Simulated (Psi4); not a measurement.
**quartet NS at 6 levels**

Aim: a comparison of 6 runs (UHF/cc-pVTZ, U-revPBE/cc-pVTZ, U-wB97X/cc-pVTZ, UB3LYP/cc-pVTZ, UBHLYP/cc-pVTZ, UCAM-B3LYP/cc-pVTZ) of quartet NS. 

The calculation is run with Psi4 1.11.

4 further runs of the same task are left out: 4 that didn't finish.

## (1) The structure to begin with

NS: 2 atoms, total charge 0, spin state quartet. SMILES of the parent species: `[N]=S`. The shape is that of a PBE0-D4/def2-TZVP optimisation. That shape belongs to the parent species and isn't relaxed for this state.

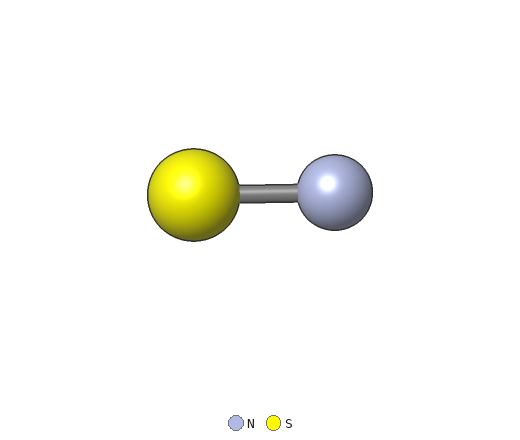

The structure, seen from a chosen angle (nitrogen light blue, sulfur yellow).

## (2) A single-point energy at UHF/cc-pVTZ (run 1)

Contents of run.py:

```python
import psi4

psi4.set_memory(2200000000)
psi4.set_num_threads(1)
psi4.core.set_output_file('output.dat', False)

molecule = psi4.geometry("""
0 4
N      0.00000000     0.00000000    -0.02120273
S      0.00000000     0.00000000     2.78621220
units au
symmetry c1
no_reorient
no_com
""")

psi4.set_options({
    'reference': 'uhf',
    'puream': True,
    'e_convergence': 1e-09,
    'd_convergence': 1e-08,
    'scf_type': 'pk',
    'maxiter': 100,
})

E, wfn = psi4.energy("scf/cc-pVTZ", molecule=molecule, return_wfn=True)
psi4.oeprop(wfn, "WIBERG_LOWDIN_INDICES", "QUADRUPOLE", "MAYER_INDICES")
print('E =', round(E, 9))
for k, v in sorted(psi4.core.scalar_variables().items()):
    print(f'{k:45s} {v:18.10f}')
```

Command:

```sh
$ python run.py
```

output.dat:

```text
[...]
  Running in c1 symmetry.
[...]
  Nuclear repulsion =   39.894352203933032
[...]
  Multiplicity = 4
[...]
  Nalpha       = 13
  Nbeta        = 10
[...]
    Number of basis functions: 64
[...]
   @UHF iter   1:  -451.77340901419973   -4.50110e-01   4.13081e-03 DIIS/ADIIS
[...]
   @UHF iter  15:  -451.85145677461486   -6.25278e-13   2.35571e-09 DIIS
[...]
   @S^2 Observed:                3.811628357E+00
[...]
    Orbital Energies [Eh]
    ---------------------
    Alpha Occupied:
       1A    -92.015487     2A    -15.700647     3A     -9.015075
       4A     -6.698969     5A     -6.698661     6A     -6.698661
       7A     -1.321501     8A     -0.921326     9A     -0.663229
      10A     -0.649694    11A     -0.649694    12A     -0.375226
      13A     -0.375226
    Alpha Virtual:
      14A      0.180761    15A      0.409056    16A      0.409056
      17A      0.444248    18A      0.452697    19A      0.501720
      20A      0.501720    21A      0.542978    22A      0.606210
      23A      0.606210    24A      0.623723    25A      0.623723
[...]
  @UHF Final Energy:  -451.85145677461486
   => Energetics <=
    Nuclear Repulsion Energy =             39.8943522039330318
    One-Electron Energy =                -702.3679929885288402
    Two-Electron Energy =                 210.6221840099809128
    Total Energy =                       -451.8514567746148600
  UHF NO Occupations:
  HONO-2 :   11  A 1.0000000
  HONO-1 :   12  A 1.0000000
[...]
 Multipole Moments:
 ------------------------------------------------------------------------------------
     Multipole            Electronic (a.u.)      Nuclear  (a.u.)        Total (a.u.)
 ------------------------------------------------------------------------------------
 L = 1.  Multiply by 2.5417464519 to convert [e a0] to [Debye]
 Dipole X            :         -0.0000000            0.0000000           -0.0000000
 Dipole Y            :         -0.0000000            0.0000000           -0.0000000
 Dipole Z            :        -44.6067723           44.4309761           -0.1757962
 Magnitude           :                                                    0.1757962
 L = 2.  Multiply by 1.3450342976 to convert [e a0^2] to [Debye ang]
 Quadrupole XX       :        -14.0379111            0.0000000          -14.0379111
 Quadrupole XY       :         -0.0000000            0.0000000           -0.0000000
[...]
```

Standard output:

```text
E = -451.851456775
CURRENT ENERGY                                   -451.8514567746
CURRENT REFERENCE ENERGY                         -451.8514567746
DD SOLVATION ENERGY                                 0.0000000000
HF KINETIC ENERGY                                 452.0499599359
HF POTENTIAL ENERGY                              -903.9014167105
HF TOTAL ENERGY                                  -451.8514567746
HF VIRIAL RATIO                                     1.9995608823
NUCLEAR REPULSION ENERGY                           39.8943522039
ONE-ELECTRON ENERGY                              -702.3679929885
PCM POLARIZATION ENERGY                             0.0000000000
PE ENERGY                                           0.0000000000
SCF ITERATION ENERGY                             -451.8514567746
SCF ITERATIONS                                     15.0000000000
SCF TOTAL ENERGY                                 -451.8514567746
TWO-ELECTRON ENERGY                               210.6221840100
```

Run time: 8.1 s. Hardware: 1 thread of Intel Xeon at 2.50GHz (Skylake/Cascade Lake), shared host; peak memory 0.42 GiB.

## (3) Energy and forces at U-revPBE/cc-pVTZ (run 2)

Contents of job.inp:

```
memory 2.2 GB

molecule {
  0 4
  N      0.000000     0.000000    -0.011220
  S      0.000000     0.000000     1.474400
  units angstrom
  symmetry c1
}

set reference uks
set puream true
set e_convergence 1e-09
set d_convergence 1e-08
set scf_type pk
set dft_radial_points 99
set dft_spherical_points 590
set maxiter 100

e_tot, wfn = gradient('revpbe/cc-pVTZ', return_wfn=True)
oeprop(wfn, 'QUADRUPOLE', 'MAYER_INDICES', 'DIPOLE')
print_variables()
```

Command:

```sh
$ psi4 -i job.inp -o job.out -n 1
```

job.out:

```text
[...]
  Running in c1 symmetry.
[...]
  Nuclear repulsion =   39.894352253631489
[...]
  Multiplicity = 4
[...]
  Nalpha       = 13
  Nbeta        = 10
[...]
    Number of basis functions: 64
[...]
   @UKS iter   1:  -452.51169101154034    8.52784e-02   9.43376e-03 ADIIS/DIIS
[...]
   @UKS iter  12:  -452.68413580961726   -6.88374e-11   9.47890e-09 DIIS
[...]
   @S^2 Observed:                3.759446016E+00
[...]
  @UKS Final Energy:  -452.68413580961726
   => Energetics <=
    Nuclear Repulsion Energy =             39.8943522536314887
    One-Electron Energy =                -702.4917977356765277
    Two-Electron Energy =                 242.3558226748370714
    DFT Exchange-Correlation Energy =     -32.4425130024093278
    Empirical Dispersion Energy =           0.0000000000000000
    VV10 Nonlocal Energy =                  0.0000000000000000
    Total Energy =                       -452.6841358096172598
[...]
  -Total Gradient:
     Atom            X                  Y                   Z
    ------   -----------------  -----------------  -----------------
       1       -0.000000000000    -0.000000000000     0.099619729124
       2       -0.000000000000    -0.000000000000    -0.099617695673
[...]
 Multipole Moments:
 ------------------------------------------------------------------------------------
     Multipole            Electronic (a.u.)      Nuclear  (a.u.)        Total (a.u.)
 ------------------------------------------------------------------------------------
 L = 1.  Multiply by 2.5417464519 to convert [e a0] to [Debye]
 Dipole X            :         -0.0000000            0.0000000           -0.0000000
 Dipole Y            :          0.0000000            0.0000000            0.0000000
 Dipole Z            :          0.1334895            0.0149414            0.1484309
 Magnitude           :                                                    0.1484309
 L = 2.  Multiply by 1.3450342976 to convert [e a0^2] to [Debye ang]
 Quadrupole XX       :        -13.7376052            0.0000000          -13.7376052
 Quadrupole XY       :         -0.0000000            0.0000000           -0.0000000
[...]
```

Wall time 30 s (1 thread of Intel Xeon at 2.50GHz (Skylake/Cascade Lake), shared host); peak memory 0.63 GiB.

## (4) Energy and forces at U-wB97X/cc-pVTZ (run 3)

Contents of job.inp:

```
memory 2200 MB

molecule molecule1 {
  0 4
  N
  S 1 r2

  r2 = 1.48562
  symmetry c1
}

set {
  reference uks
  puream true
  e_convergence 1e-09
  d_convergence 1e-08
  scf_type pk
  dft_radial_points 99
  dft_spherical_points 590
  maxiter 100
}

e, wfn = gradient("wb97x/cc-pVTZ", return_wfn=True)
oeprop(wfn, "WIBERG_LOWDIN_INDICES", "DIPOLE", "QUADRUPOLE")
```

Command:

```sh
$ psi4 job.inp job.out -n 1
```

job.out:

```text
[...]
  Running in c1 symmetry.
[...]
  Nuclear repulsion =   39.894352253631489
[...]
  Multiplicity = 4
[...]
  Nalpha       = 13
  Nbeta        = 10
[...]
    Number of basis functions: 64
[...]
   @UKS iter   1:  -452.67027374182953   -2.85120e-01   5.68682e-03 DIIS/ADIIS
[...]
   @UKS iter  13:  -452.74189246933577   -2.38742e-12   4.50682e-09 DIIS
[...]
   @S^2 Observed:                3.769656544E+00
[...]
  @UKS Final Energy:  -452.74189246933577
   => Energetics <=
    Nuclear Repulsion Energy =             39.8943522536314887
    One-Electron Energy =                -702.5417520272792444
    Two-Electron Energy =                 234.3489617606248885
    DFT Exchange-Correlation Energy =     -24.4434544563129030
    Empirical Dispersion Energy =           0.0000000000000000
    VV10 Nonlocal Energy =                  0.0000000000000000
    Total Energy =                       -452.7418924693357667
[...]
  -Total Gradient:
     Atom            X                  Y                   Z
    ------   -----------------  -----------------  -----------------
       1       -0.000000000000     0.000000000000     0.085411623925
       2       -0.000000000000     0.000000000000    -0.085284956793
[...]
 Multipole Moments:
 ------------------------------------------------------------------------------------
     Multipole            Electronic (a.u.)      Nuclear  (a.u.)        Total (a.u.)
 ------------------------------------------------------------------------------------
 L = 1.  Multiply by 2.5417464519 to convert [e a0] to [Debye]
 Dipole X            :         -0.0000000            0.0000000           -0.0000000
 Dipole Y            :         -0.0000000            0.0000000           -0.0000000
 Dipole Z            :          0.0729460            0.0149414            0.0878874
 Magnitude           :                                                    0.0878874
 L = 2.  Multiply by 1.3450342976 to convert [e a0^2] to [Debye ang]
 Quadrupole XX       :        -13.7799219            0.0000000          -13.7799219
 Quadrupole XY       :         -0.0000000            0.0000000           -0.0000000
[...]
```

Run time: 44 s. Hardware: 1 thread of Intel Xeon at 2.50GHz (Skylake/Cascade Lake), shared host; peak memory 0.65 GiB.

Runs 4 to 5 aren't shown in full; the table further down has their settings and results.

## (5) The energy at UCAM-B3LYP/cc-pVTZ (run 6)

Contents of run.py:

```python
import psi4

psi4.set_memory(2200000000)
psi4.set_num_threads(1)
psi4.core.set_output_file('output.dat', False)

geom = psi4.geometry("""
0 4
N      0.000000     0.000000    -0.011220
S      0.000000     0.000000     1.474400
symmetry c1
no_reorient
no_com
""")

options = {'basis': 'cc-pVTZ', 'reference': 'uks', 'puream': True, 'e_convergence': 1e-09, 'd_convergence': 1e-08, 'scf_type': 'pk', 'dft_radial_points': 99, 'dft_spherical_points': 590, 'maxiter': 100}
psi4.set_options(options)

result, w = psi4.energy('CAM-B3LYP', return_wfn=True)
psi4.oeprop(w, 'DIPOLE', 'MULLIKEN_CHARGES', 'WIBERG_LOWDIN_INDICES', title='CAM-B3LYP')
print(f'total energy {result:.8f} hartree = {result * 27.211386:.5f} eV')
```

Command:

```sh
$ python run.py
```

output.dat:

```text
[...]
  Running in c1 symmetry.
[...]
  Nuclear repulsion =   39.894352253631482
[...]
  Multiplicity = 4
[...]
  Nalpha       = 13
  Nbeta        = 10
[...]
    Number of basis functions: 64
[...]
   @UKS iter   1:  -452.65316752022227   -1.79745e-01   7.02886e-03 ADIIS/DIIS
[...]
   @UKS iter  12:  -452.75212974970162   -2.18847e-11   6.38802e-09 DIIS
[...]
   @S^2 Observed:                3.766345636E+00
[...]
    Orbital Energies [Eh]
    ---------------------
    Alpha Occupied:
       1A    -89.034416     2A    -14.491534     3A     -8.083586
       4A     -6.052484     5A     -6.043869     6A     -6.043869
       7A     -1.057608     8A     -0.725588     9A     -0.532322
      10A     -0.500776    11A     -0.500776    12A     -0.292923
      13A     -0.292923
    Alpha Virtual:
      14A      0.091686    15A      0.315077    16A      0.315077
      17A      0.334789    18A      0.353255    19A      0.379365
      20A      0.379365    21A      0.440091    22A      0.475065
      23A      0.475065    24A      0.531617    25A      0.531617
[...]
  @UKS Final Energy:  -452.75212974970162
   => Energetics <=
    Nuclear Repulsion Energy =             39.8943522536314816
    One-Electron Energy =                -702.5211478699480949
    Two-Electron Energy =                 234.5540593735424295
    DFT Exchange-Correlation Energy =     -24.6793935069274362
    Empirical Dispersion Energy =           0.0000000000000000
    VV10 Nonlocal Energy =                  0.0000000000000000
    Total Energy =                       -452.7521297497016235
[...]
 Multipole Moments:
 ------------------------------------------------------------------------------------
     Multipole            Electronic (a.u.)      Nuclear  (a.u.)        Total (a.u.)
 ------------------------------------------------------------------------------------
 L = 1.  Multiply by 2.5417464519 to convert [e a0] to [Debye]
 Dipole X            :         -0.0000000            0.0000000           -0.0000000
 Dipole Y            :          0.0000000            0.0000000            0.0000000
 Dipole Z            :        -44.3013634           44.4309761            0.1296127
 Magnitude           :                                                    0.1296127
[...]
  Mulliken Charges: (a.u.)
   Center  Symbol    Alpha    Beta     Spin     Total
       1     N     4.47311  2.67473  1.79838 -0.14784
       2     S     8.52689  7.32527  1.20162  0.14784
   Total alpha = 13.00000, Total beta = 10.00000, Total charge =  0.00000
  Wiberg Bond Indices using Orthogonal Lowdin Orbitals:
  Total Bond Index:
  Irrep: 1 Size: 2 x 2
                 1                   2
[...]
```

The script printed:

```text
total energy -452.75212975 hartree = -12320.01296 eV
```

It took 22 s on 1 thread of Intel Xeon at 2.50GHz (Skylake/Cascade Lake), shared host; peak memory 0.65 GiB.

## (6) All runs side by side

```tsv
run	level	task	integration grid	energy (Eh)	dipole moment (D)	HOMO energy (eV)	LUMO energy (eV)	wall time
1	UHF/cc-pVTZ	energy	–	-451.851457	0.45	-10.21	-1.15	8.1 s
2	U-revPBE/cc-pVTZ	gradient	99 radial × 590 angular	-452.684136	0.38	-5.11	–	30 s
3	U-wB97X/cc-pVTZ	gradient	99 radial × 590 angular	-452.741892	0.22	-8.99	-4.51	44 s
4	UB3LYP/cc-pVTZ	energy	99 radial × 590 angular	-452.782638	0.38	-6.31	–	16 s
5	UBHLYP/cc-pVTZ	gradient	99 radial × 590 angular	-452.736636	0.21	-7.93	-5.50	26 s
6	UCAM-B3LYP/cc-pVTZ	energy	99 radial × 590 angular	-452.752130	0.33	-7.97	-5.74	22 s
```

## (7) What came out

| quantity | value |
| --- | --- |
| run 6: total energy | -452.75213 Eh |
| run 6: dipole moment | 0.33 D |
| run 6: HOMO energy (highest over α and β) | -7.97 eV |
| run 6: LUMO energy (lowest over α and β) | -5.74 eV |
| run 6: ⟨S²⟩ | 3.766 |

**Reading.** The dipole moment (its size) runs from 0.21 D (UBHLYP/cc-pVTZ) to 0.45 D (UHF/cc-pVTZ). The two dipoles point in opposite directions. Totals of different functionals can't be ranked against each other. All runs together took 2.4 min, the longest 44 s.
